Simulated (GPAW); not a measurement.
# Zn K ELNES/XANES of KZnF3 (Pm-3m) from DFT

What does one-electron theory with a core hole give for the Zn K edge of KZnF3 (Pm-3m)?

Program: GPAW 26.7.0. Level of theory: X-ray absorption from dipole matrix elements to empty bands, plane-wave PAW RPBE. Results are calculated unless marked as measured.

## 1. The structure

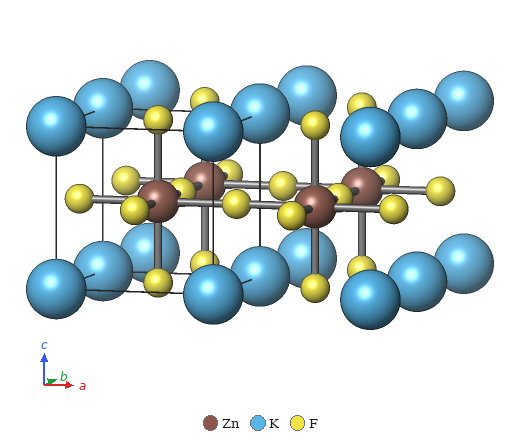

The cell as given, slightly off an axis (zinc brown, potassium blue, fluorine yellow). 2×2×1 cells are drawn. Some periodic images of atoms are drawn too.

As a file:

```xyz
5
Lattice="4.0500 0.0000 0.0000 0.0000 4.0500 0.0000 0.0000 0.0000 4.0500" Properties=species:S:1:pos:R:3 pbc="T T T"
Zn    2.0250    2.0250    2.0250
K     0.0000    0.0000    0.0000
F     2.0250    0.0000    2.0250
F     0.0000    2.0250    2.0250
F     2.0250    2.0250    0.0000
```

## 2. Ground state of the crystal

The ground state comes first: it tells whether the system has a gap, which decides how the excited electron is treated.

Input file scf.py:

```python
import numpy as np
from ase import Atoms
from ase.parallel import parprint, paropen
from gpaw import GPAW, PW, FermiDirac, Mixer, MixerDif, setup_paths
from gpaw.test import gen
setup_paths.insert(0, '.')
gen('Zn', name='nch1s', xcname='RPBE', corehole=(1, 0, 0), write_xml=True)
from gpaw.mpi import world
world.barrier()

atoms = Atoms('ZnKF3',
    cell=[[4.05, 0, 0],
     [0, 4.05, 0],
     [0, 0, 4.05]],
    scaled_positions=[[0.5, 0.5, 0.5],
     [0, 0, 0],
     [0.5, 0, 0.5],
     [0, 0.5, 0.5],
     [0.5, 0.5, 0]],
    pbc=True)
atoms.calc = calc = GPAW(legacy_gpaw=True, mode=PW(500), xc='RPBE', setups={0: 'nch1s'},
    kpts={'size': (6, 6, 6), 'gamma': True}, occupations=FermiDirac(0.05),
    charge=0, mixer=Mixer(0.1, 5, 50), maxiter=150,
    convergence={'density': 0.0001}, txt='scf.txt')
energy = atoms.get_potential_energy() + calc.get_reference_energy()
ef = calc.get_fermi_level()
out = dict(energy=energy, fermi=ef, forces=atoms.get_forces().tolist())
parprint(f'all-electron energy {energy:.4f} eV, Fermi level {ef:.4f} eV')
ev = np.array([[calc.get_eigenvalues(k, s) for k in range(len(calc.get_ibz_k_points()))] for s in range(calc.get_number_of_spins())])
out['homo'], out['lumo'], out['counts'] = ev[ev < ef].max(), ev[ev > ef].min(), sorted(set((ev < ef).sum((0, 2)).tolist()))
out['filled'] = (ev[:, 0] < ef).sum(1).tolist()
import json
with paropen('out.json', 'w') as f:
    json.dump(out, f)
```

Command:

```sh
OMP_NUM_THREADS=1 mpirun -n 4 gpaw python scf.py
```

Numbers of over 12 decimals in the logs are rounded to 6 here.

The log of the run:

```text
Input parameters:
  convergence: {density: 0.0001}
  kpts: {gamma: True,
         size: (6, 6, 6)}
  maxiter: 150
  mixer: {backend: pulay,
          beta: 0.1,
          method: separate,
          nmaxold: 5,
          weight: 50}
  mode: {ecut: 500.0,
         name: pw}
  occupations: {fixmagmom: False,
                name: fermi-dirac,
                width: 0.05}
  setups: {0: nch1s}
  xc: RPBE

Initialize ...

[... PAW data sets ...]

Reference energy: -73402.969259  # eV

Spin-paired calculation

[... convergence settings ...]
Symmetries present (total): 48
  [... symmetry matrices ...]

216 k-points: 6 x 6 x 6 Monkhorst-Pack grid + [1/12,1/12,1/12]
20 k-points in the irreducible part of the Brillouin zone
       k-points in crystal coordinates                weights
   0:     0.00000000    0.00000000    0.00000000          1/216
   1:     0.16666667    0.00000000    0.00000000          6/216
   2:     0.16666667    0.16666667    0.00000000         12/216
   3:     0.16666667    0.16666667    0.16666667          8/216
   4:     0.33333333    0.00000000    0.00000000          6/216
   5:     0.33333333    0.16666667    0.00000000         24/216
   6:     0.33333333    0.16666667    0.16666667         24/216
   7:     0.33333333    0.33333333    0.00000000         12/216
   8:     0.33333333    0.33333333    0.16666667         24/216
   9:     0.33333333    0.33333333    0.33333333          8/216
          ...
  19:     0.50000000    0.50000000    0.50000000          1/216

Wave functions: Plane wave expansion
  Cutoff energy: 500.000 eV
  Number of coefficients (min, max): 1640, 1743
  Pulay-stress correction: 0.000000 eV/Ang^3 (de/decut=0.000000)
  Using FFTW library
  Wavefunction extrapolation:
    Improved wavefunction reuse through dual PAW basis

Occupation numbers: Fermi-Dirac:
  width: 0.0500  # eV

Eigensolver
   Davidson(niter=2)

Densities:
  Coarse grid: 21*21*21 grid
  Fine grid: 42*42*42 grid
  Total Charge: 0.000000

Density mixing:
  Method: separate
  Backend: pulay
  Linear mixing parameter: 0.1
  old densities: 5
  Width of damping distribution: 1.1
  Damping of long wavelength oscillations: 50

[... Hamiltonian set-up ...]
Number of atoms: 5
Number of atomic orbitals: 26
Number of bands in calculation: 26
Number of valence electrons: 42
Bands to converge: occupied

... initialized

Initializing position-dependent things.

Density initialized from atomic densities
Creating initial wave functions:
  26 bands from LCAO basis set

Positions:
   0 Zn     2.025000    2.025000    2.025000    ( 0.0000,  0.0000,  0.0000)
   1 K      0.000000    0.000000    0.000000    ( 0.0000,  0.0000,  0.0000)
   2 F      2.025000    0.000000    2.025000    ( 0.0000,  0.0000,  0.0000)
   3 F      0.000000    2.025000    2.025000    ( 0.0000,  0.0000,  0.0000)
   4 F      2.025000    2.025000    0.000000    ( 0.0000,  0.0000,  0.0000)

Unit cell:
           periodic     x           y           z      points  spacing
  1. axis:    yes    4.050000    0.000000    0.000000    21     0.1929
  2. axis:    yes    0.000000    4.050000    0.000000    21     0.1929
  3. axis:    yes    0.000000    0.000000    4.050000    21     0.1929

  Lengths:   4.050000   4.050000   4.050000
  Angles:   90.000000  90.000000  90.000000

Effective grid spacing dv^(1/3) = 0.1929

iter:   1   -20.034838
iter:   2   -19.358391   -0.83  -1.20
iter:   3   -18.603250   -0.57  -1.29
iter:   4   -18.948813   -0.61  -1.53
iter:   5   -18.640635   -1.41  -1.73
iter:   6   -18.643815   -2.50  -2.53
iter:   7   -18.645467c  -3.38  -2.68
iter:   8   -18.643629c  -3.20  -2.70
iter:   9   -18.643577c  -4.50  -3.42
iter:  10   -18.643464c  -4.38  -3.38
iter:  11   -18.643456c  -5.16  -3.97
iter:  12   -18.643456c  -5.39  -4.19c
iter:  13   -18.643457c  -5.52  -4.29c
iter:  14   -18.643458c  -5.66  -4.36c
iter:  15   -18.643458c  -5.79  -4.52c
iter:  16   -18.643458c  -5.93  -4.86c
iter:  17   -18.643458c  -6.05  -4.92c
iter:  18   -18.643458c  -6.19  -5.04c
[...]
iter:  26   -18.643458c  -7.11  -6.86c
iter:  27   -18.643458c  -7.22  -6.88c
iter:  28   -18.643458c  -7.33  -6.92c
iter:  29   -18.643458c  -7.43c -6.83c

Converged after 29 iterations.

Dipole moment: (-0.000000, -0.000000, -0.000000) |e|*Ang

Energy contributions relative to reference atoms: (reference = -73402.969259)

Kinetic:        +45.071967
Potential:      -38.331723
External:        +0.000000
XC:             -25.433007
Entropy (-ST):   -0.000000
Local:           +0.049304
SIC:             +0.000000
--------------------------
Free energy:    -18.643458
Extrapolated:   -18.643458

Showing only first 2 kpts
 Kpt  Band  Eigenvalues  Occupancy
  0    19      0.14626    2.00000
  0    20      0.14632    2.00000
  0    21      6.00370    0.00000
  0    22     11.71703    0.00000

  1    19      0.16532    2.00000
  1    20      0.16537    2.00000
  1    21      6.53273    0.00000
  1    22     11.09225    0.00000

Fermi level: 3.70503

Gap: 4.007 eV
Transition (v -> c):
  (s=0, k=19, n=20, [0.50, 0.50, 0.50]) -> (s=0, k=0, n=21, [0.00, 0.00, 0.00])
Direct/indirect transitions are different
Direct gap: 5.857 eV
Transition at: (s=0, k=0, n=20, [0.00, 0.00, 0.00])

Forces in eV/Ang:
  0 Zn    0.00000    0.00000    0.00000
  1 K    -0.00000   -0.00000   -0.00000
  2 F    -0.00000    0.00000    0.00000
  3 F    -0.00000   -0.00000   -0.00000
  4 F     0.00000   -0.00000    0.00000
Scalar-relativistic atomic RPBE calculation for Zn (Zinc, Z=30)
Core hole in 1s state (1s occupation: 2.0)
600 radial gridpoints.
|------------------------------------------------|
|------------------------------------------------|
[... the atom generator's iteration count ...]

Energy contributions:
-------------------------
Kinetic:    +1823.839109
XC:           -71.722524
Potential:  -3547.949819
-------------------------
Total:      -1795.833234

state      eigenvalue         ekin         rmax
-----------------------------------------------
1s^2.0 :  -349.923828   451.104938        0.033
2s^2.0 :   -42.559235    85.500333        0.189
2p^6.0 :   -36.894124    83.254822        0.152
3s^2.0 :    -4.750190    18.915956        0.588
3p^6.0 :    -3.065319    16.676486        0.592
3d^10.0:    -0.370361    11.039545        0.567
4s^2.0 :    -0.216157     1.406680        2.098
4p^0.0 :    -0.040984     0.484151        3.117
-----------------------------------------------
(units: Bohr and Hartree)

Generating PAW setup
Kinetic energy of the core from tauc = 1728.156113635858
Cutoffs:
rc(s)=2.430
rc(p)=2.400
rc(d)=2.230
rc(vbar)=2.260
rc(comp)=2.200
rc(nct)=2.430

Kinetic energy of the core states: 1710.630296
Charge: 0.0
Core electrons: 18.0
Valence electrons: 12.0
Pseudo-core charge: 0.103674
Shape function alpha=2.066
Pseudo-electron charge 3.879863
state    eigenvalue         norm
--------------------------------
4s(2) :    -0.216157     1.122832
*s    :     0.783843
4p(0) :    -0.040984     1.006771
*p    :     0.959016
3d(10):    -0.370361     0.153052
*d    :     0.629639
--------------------------------

Diagonalizing with gridspacing h=0.050

state   all-electron     PAW
-------------------------------
4s:      -0.216157    -0.216323
4p:      -0.040984    -0.041009
3d:      -0.370361    -0.371074
*f:                    0.071175
-------------------------------
all-electron energy -73421.6127 eV, Fermi level 3.7050 eV
```

The job ended after 12 s (4 MPI ranks of Arm Neoverse V2, shared host; peak memory 0.18 GiB; 47 s of CPU time).

The mesh shows a gap of 4.01 eV, so the hole is first treated in a charged cell, without the excited electron.

## 3. Spectrum without a core hole, Zn atom 1

Without a hole the spectrum is the empty density of states of the right symmetry on the absorber, weighted by matrix elements. It needs only the small cell and serves as the baseline. The data set with a hole of occupation 0 only carries the core orbital.

The absorber has 6 F at 2.02 Å (octahedral, site symmetry m-3m).

Input file xas.py:

```python
import numpy as np
from ase import Atoms
from ase.parallel import parprint, paropen
from gpaw import GPAW, PW, FermiDirac, Mixer, MixerDif, setup_paths
from gpaw.test import gen
setup_paths.insert(0, '.')
gen('Zn', name='nch1s', xcname='RPBE', corehole=(1, 0, 0), write_xml=True)
from gpaw.mpi import world
world.barrier()

atoms = Atoms('ZnKF3',
    cell=[[4.05, 0, 0],
     [0, 4.05, 0],
     [0, 0, 4.05]],
    scaled_positions=[[0.5, 0.5, 0.5],
     [0, 0, 0],
     [0.5, 0, 0.5],
     [0, 0.5, 0.5],
     [0.5, 0.5, 0]],
    pbc=True)
atoms.calc = calc = GPAW(legacy_gpaw=True, mode=PW(500), xc='RPBE', setups={0: 'nch1s'},
    kpts={'size': (6, 6, 6), 'gamma': True}, occupations=FermiDirac(0.02),
    charge=0, mixer=Mixer(0.1, 5, 50), maxiter=150,
    convergence={'density': 0.0001}, txt='scf.txt')
energy = atoms.get_potential_energy() + calc.get_reference_energy()
ef = calc.get_fermi_level()
out = dict(energy=energy, fermi=ef, forces=atoms.get_forces().tolist())
parprint(f'all-electron energy {energy:.4f} eV, Fermi level {ef:.4f} eV')
ev = np.array([[calc.get_eigenvalues(k, s) for k in range(len(calc.get_ibz_k_points()))] for s in range(calc.get_number_of_spins())])
out['homo'], out['lumo'], out['counts'] = ev[ev < ef].max(), ev[ev > ef].min(), sorted(set((ev < ef).sum((0, 2)).tolist()))
out['filled'] = (ev[:, 0] < ef).sum(1).tolist()

from ase.units import Ha
from gpaw.xas import dipole_matrix_elements
nb = int(calc.get_number_of_electrons() / 2) + 43
top, nb = nb, nb + 8 + nb // 12
nscf = calc.fixed_density(kpts={'size': (5, 5, 5), 'gamma': True}, nbands=nb,
    convergence={'bands': top, 'eigenstates': 1e-5}, maxiter=60, txt='nscf.txt')
cell = atoms.cell.array
ops = [cell.T @ U.T @ np.linalg.inv(cell.T) for U in nscf.wfs.kd.symmetry.op_scc]
filled = [21]  # bands filled in the ground state, by spin
E = np.arange(-25, 34, 0.1)
fwhm = np.interp(E, [4, 25], [1.67, 3.5])
Y, X, zero, highest = 0, 0, 1e9, 1e9
for spin in range(nscf.get_number_of_spins()):
    wfs = nscf.wfs
    A = dipole_matrix_elements(wfs.setups[0])
    eps = np.zeros((wfs.kd.nibzkpts, nb))
    d = np.zeros((3, A.shape[1], wfs.kd.nibzkpts, nb), complex)
    for kpt in wfs.kpt_u:
        if kpt.s == spin and 0 in kpt.P_ani:
            eps[kpt.k] = kpt.eps_n * Ha
            d[:, :, kpt.k] = (kpt.weight * wfs.nspins / 2) ** 0.5 * np.inner(A, kpt.P_ani[0])
    world.sum(eps)
    world.sum(d)
    T = np.einsum('amkn,bmkn->abkn', d, d.conj()).real
    T = sum(np.einsum('ai,ijkn,bj->abkn', R, T, R) for R in ops) / len(ops)
    empty = np.ones_like(eps, bool) & (np.arange(nb) >= filled[spin])
    zero, highest = min(zero, eps[empty].min()), min(highest, eps[:, top - 1].min())
    lines = [(eps, T, empty)] if spin == 0 else lines + [(eps, T, empty)]
for eps, T, empty in lines:
    f = np.einsum('aakn->akn', T).reshape(3, -1)
    x = eps.ravel() - zero
    w = np.interp(x, E, fwhm) / 2.35482
    g = np.exp(-0.5 * ((E[:, None] - x) / w) ** 2) / (w * (2 * np.pi) ** 0.5)
    Y = Y + (f * empty.ravel()) @ g.T
    X = X + (f * ~empty.ravel()) @ g.T
out.update(E=E.round(2).tolist(), xas=Y.tolist(), xes=X.tolist(), zero=zero, valid=highest - zero, nk=len(eps), nb=nb)
for i in range(0, len(E), 10):
    parprint(f'{E[i]:7.2f}', *(f'{v:10.3e}' for v in Y[:, i]))
import json
with paropen('out.json', 'w') as f:
    json.dump(out, f)
```

Command:

```sh
OMP_NUM_THREADS=1 mpirun -n 4 gpaw python xas.py
```

The log of the run:

```text
Input parameters:
  convergence: {density: 0.0001}
  kpts: {gamma: True,
         size: (6, 6, 6)}
  maxiter: 150
  mixer: {backend: pulay,
          beta: 0.1,
          method: separate,
          nmaxold: 5,
          weight: 50}
  mode: {ecut: 500.0,
         name: pw}
  occupations: {fixmagmom: False,
                name: fermi-dirac,
                width: 0.02}
  setups: {0: nch1s}
  xc: RPBE

Initialize ...

[...]
*d    :     0.629639
--------------------------------

Diagonalizing with gridspacing h=0.050

state   all-electron     PAW
-------------------------------
4s:      -0.216157    -0.216323
4p:      -0.040984    -0.041009
3d:      -0.370361    -0.371074
*f:                    0.071175
-------------------------------
all-electron energy -73421.6127 eV, Fermi level 3.7050 eV
[...]
32.00  1.166e-07  1.166e-07  1.166e-07
  33.00  1.226e-07  1.226e-07  1.226e-07
[key lines of the parts left out:]
Converged after 29 iterations.
Dipole moment: (-0.000000, -0.000000, -0.000000) |e|*Ang
Free energy:    -18.643458
Fermi level: 3.70503
```

Run time: 19 s. Hardware: 4 MPI ranks; peak memory 0.2 GiB; 76 s of CPU time.

The Zn K spectrum, Zn atom 1, no core hole (energy from the lowest empty level; intensity scaled to a mean of 1 over the first 20 eV):

| E (eV) | intensity |
| --- | --- |
| -2.0 | 0.00 |
| -0.5 | 0.00 |
| 1.0 | 0.03 |
| 2.5 | 0.11 |
| 4.0 | 0.28 |
| 5.5 | 0.69 |
| 7.0 | 0.60 |
| 8.5 | 1.19 |
| 10.0 | 2.76 |
| 11.5 | 2.83 |
| 13.0 | 1.41 |
| 14.5 | 0.61 |
| 16.0 | 0.51 |
| 17.5 | 1.02 |
| 19.0 | 1.10 |
| 20.5 | 0.78 |
| 22.0 | 0.85 |
| 23.5 | 1.14 |
| 25.0 | 1.03 |
| 26.5 | 0.73 |
| 28.0 | 0.50 |
| 29.5 | 0.41 |
| 31.0 | 0.53 |

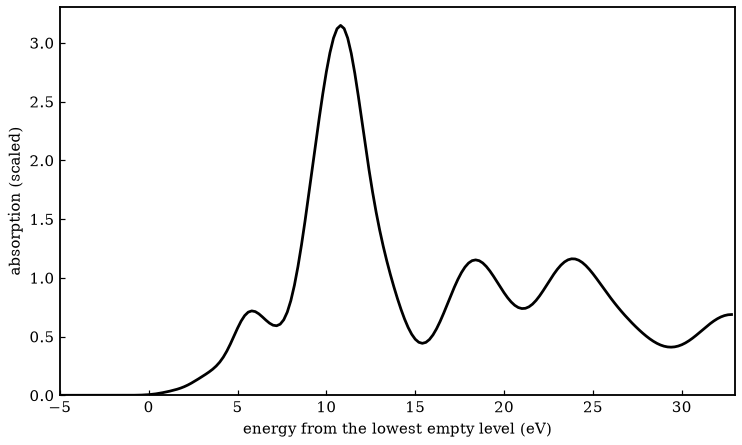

The Zn K edge, Zn atom 1, no core hole: main maxima at 10.8, 18.4 and 23.8 eV.

Main maxima below 30 eV (height): 5.8 eV (0.72), 10.8 eV (3.15), 18.4 eV (1.15) and 23.8 eV (1.16). A K edge sees empty p states on the absorber.

The same matrix elements for filled bands give the Zn K emission of Zn atom 1 (ground-state approximation; energy from the lowest empty level, largest value 1):

| E (eV) | emission |
| --- | --- |
| -24.0 | 0.03 |
| -22.5 | 0.00 |
| -21.0 | 0.00 |
| -19.5 | 0.00 |
| -18.0 | 0.00 |
| -16.5 | 0.00 |
| -15.0 | 0.00 |
| -13.5 | 0.00 |
| -12.0 | 0.00 |
| -10.5 | 0.06 |
| -9.0 | 0.75 |
| -7.5 | 0.73 |
| -6.0 | 0.36 |
| -4.5 | 0.19 |
| -3.0 | 0.01 |
| -1.5 | 0.00 |
| 0.0 | 0.00 |
| 1.5 | 0.00 |
| 3.0 | 0.00 |

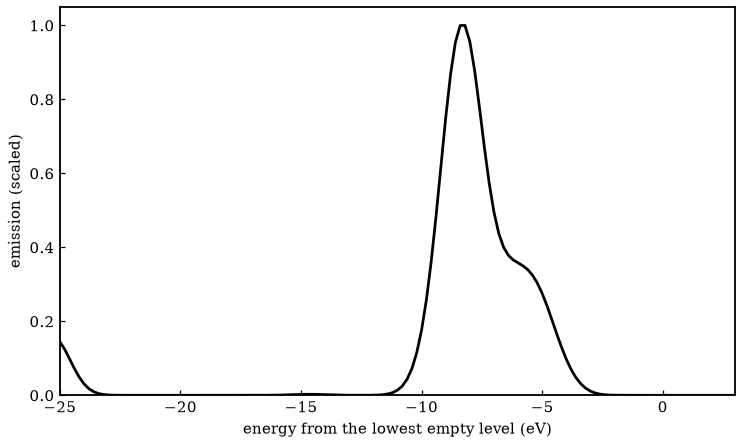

X-ray emission from the filled bands.

Emission maxima: -8.2 eV (1.00).

## 4. Supercell without a hole, the energy reference

The photon energy needs a difference of total energies, so the cell and mesh of the coming hole run are first run without a hole.

Changes to scf.py since step 2:

```diff
@@ -10,14 +10,29 @@
 
-atoms = Atoms('ZnKF3',
-    cell=[[4.05, 0, 0],
-     [0, 4.05, 0],
-     [0, 0, 4.05]],
-    scaled_positions=[[0.5, 0.5, 0.5],
+atoms = Atoms('Zn4K4F12',
+    cell=[[4.05, 4.05, 4.05],
+     [-4.05, 4.05, -4.05],
+     [-4.05, -4.05, 4.05]],
+    scaled_positions=[[0.5, 0, 0],
+     [0.5, 0.5, 0.5],
+     [0, 0, 0.5],
+     [0, 0.5, 0],
      [0, 0, 0],
+     [0, 0.5, 0.5],
      [0.5, 0, 0.5],
-     [0, 0.5, 0.5],
-     [0.5, 0.5, 0]],
+     [0.5, 0.5, 0],
+     [0.25, 0.75, 0],
+     [0.25, 0.25, 0.5],
+     [0.75, 0.75, 0.5],
+     [0.75, 0.25, 0],
+     [0.5, 0.25, 0.25],
+     [0.5, 0.75, 0.75],
+     [0, 0.25, 0.75],
+     [0, 0.75, 0.25],
+     [0.25, 0, 0.75],
+     [0.25, 0.5, 0.25],
+     [0.75, 0, 0.25],
+     [0.75, 0.5, 0.75]],
     pbc=True)
 atoms.calc = calc = GPAW(legacy_gpaw=True, mode=PW(500), xc='RPBE', setups={0: 'nch1s'},
-    kpts={'size': (6, 6, 6), 'gamma': True}, occupations=FermiDirac(0.05),
+    kpts={'size': (3, 3, 3), 'gamma': True}, occupations=FermiDirac(0.02),
     charge=0, mixer=Mixer(0.1, 5, 50), maxiter=150,
```

Command:

```sh
OMP_NUM_THREADS=1 mpirun -n 4 gpaw python scf.py
```

The log of the run:

```text
Input parameters:
  convergence: {density: 0.0001}
  kpts: {gamma: True,
         size: (3, 3, 3)}
  maxiter: 150
  mixer: {backend: pulay,
          beta: 0.1,
          method: separate,
          nmaxold: 5,
          weight: 50}
  mode: {ecut: 500.0,
         name: pw}
  occupations: {fixmagmom: False,
                name: fermi-dirac,
                width: 0.02}
  setups: {0: nch1s}
  xc: RPBE

Initialize ...

[...]
*s    :     0.783843
4p(0) :    -0.040984     1.006771
*p    :     0.959016
3d(10):    -0.370361     0.153052
*d    :     0.629639
--------------------------------

Diagonalizing with gridspacing h=0.050

state   all-electron     PAW
-------------------------------
4s:      -0.216157    -0.216323
4p:      -0.040984    -0.041009
3d:      -0.370361    -0.371074
*f:                    0.071175
-------------------------------
all-electron energy -293686.4439 eV, Fermi level 3.7060 eV
[key lines of the parts left out:]
Converged after 26 iterations.
Dipole moment: (-0.000000, -0.000000, -0.000000) |e|*Ang
Free energy:    -74.569255
Fermi level: 3.70600
```

Elapsed: 71 s, on 4 MPI ranks; peak memory 0.31 GiB; 4.7 min of CPU time.

Reference energy: -293686.444 eV with the cores included.

[end of part 1 of 3]

[Banner, clock and machine lines of the logs are left out without a mark of their own.]

[Logs are printed without paths, hosts, clocks, repeated set-up lines and the standing remarks that a program may print on its own settings, such as how far it seeks lower states.]

[Hosts, paths, dates, database ids (printed as entryN), source tags and the programs' standing remarks are cut or masked in the printed files.]

[Lists of maxima count a maximum above −3 eV only where it reaches 4 % of the highest in the window and stands out from its surroundings by 2 % of it (1.5 % where it reaches 55 %); shoulders and weaker maxima are passed over, and of the rest the first, up to two pre-edge ones and the few strongest are named.]
